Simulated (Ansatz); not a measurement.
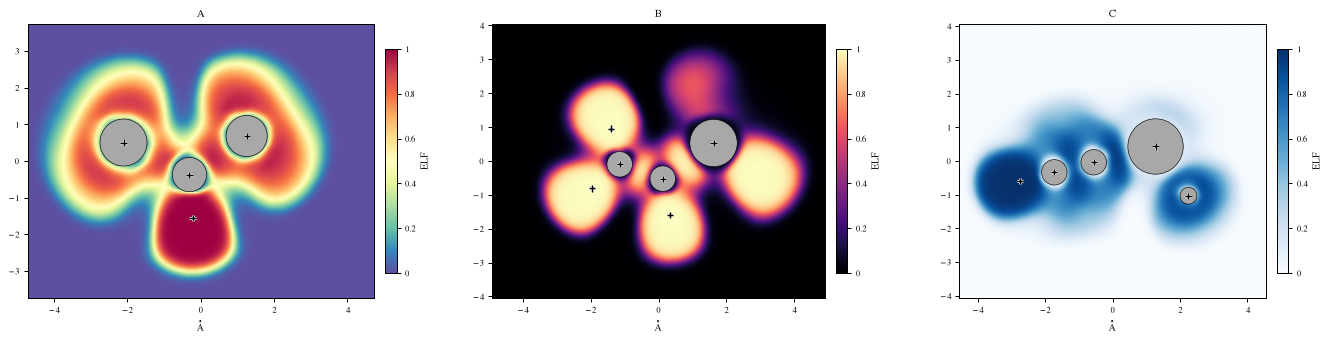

The electron localisation function of 3 systems, each on a plane through atoms (crosses mark nuclei in the plane; grey discs cover the cores).

Theory: SCF cam_b3lyp, Gaussian basis (Ansatz 0.2.0).

System 1: BBrH4SSi (SMILES [SiH3]SBBr), the plane of atoms Br4, B3 and H8. Not at a stationary point (largest force 1.8 eV/Å).

```xyz
8

Si   -1.2990   -0.0342   -0.0486
S     0.2984   -0.1595   -1.4786
B     1.6122   -0.1636   -0.1308
Br    2.4129    1.5596    0.4930
H    -2.5869   -0.0098   -0.7576
H    -1.2568   -1.2027    0.8436
H    -1.1572    1.1964    0.7443
H     1.9765   -1.1862    0.3347
```

System 2: C2H7OPSi (SMILES C=C[SiH](O)P), the plane of atoms H6, C1 and H7. Not at a stationary point (largest force 1.4 eV/Å).

```yaml
atoms:
  - { symbol: C, position_ang: [1.6324, 0.8690, 0.0518] }
  - { symbol: C, position_ang: [1.0155, -0.2976, -0.1814] }
  - { symbol: Si, position_ang: [-0.6743, -0.7629, 0.3452] }
  - { symbol: O, position_ang: [-1.0399, -0.1257, 1.8290] }
  - { symbol: P, position_ang: [-2.0996, 0.0676, -1.1182] }
  - { symbol: H, position_ang: [1.1579, 1.6817, 0.5967] }
  - { symbol: H, position_ang: [2.6424, 1.0426, -0.3098] }
  - { symbol: H, position_ang: [1.5320, -1.0753, -0.7345] }
  - { symbol: H, position_ang: [-0.7974, -2.2341, 0.4053] }
  - { symbol: H, position_ang: [-0.3599, -0.2417, 2.5097] }
  - { symbol: H, position_ang: [-1.4026, -0.3158, -2.2863] }
  - { symbol: H, position_ang: [-1.6065, 1.3921, -1.1074] }
```

System 3: C2H4FGeN (SMILES C#[C][GeH]([NH2])[F]), the plane of atoms C2, Ge3 and F5. Not at a stationary point (largest force 1.1 eV/Å).

```yaml
atoms:
  - { symbol: C, position_ang: [2.2924, 0.1722, -0.6041] }
  - { symbol: C, position_ang: [1.2206, 0.1327, -0.0545] }
  - { symbol: Ge, position_ang: [-0.4643, 0.0702, 0.8081] }
  - { symbol: N, position_ang: [-1.8022, -0.2153, -0.4587] }
  - { symbol: F, position_ang: [-0.4749, -1.2408, 1.9761] }
  - { symbol: H, position_ang: [3.2335, 0.2070, -1.0867] }
  - { symbol: H, position_ang: [-0.7210, 1.4142, 1.5361] }
  - { symbol: H, position_ang: [-1.7258, 0.5582, -1.1563] }
  - { symbol: H, position_ang: [-1.5583, -1.0984, -0.9601] }
```

Which map belongs to which system?

Panel A is system 1, BBrH4SSi: the plane holds S, B, Br and H. B–S (1.88 Å): the ELF peaks at about 0.95 between the atoms, as expected for a shared electron pair. Panel B is system 2, C2H7OPSi: the plane holds C, Si and H. C–C (1.34 Å): the ELF peaks at about 0.95 between the atoms (a multiple bond). Panel C is system 3, C2H4FGeN: the plane holds C, Ge, F and H. C–C (1.21 Å): the ELF peaks at about 0.80 between the atoms; a multiple bond.
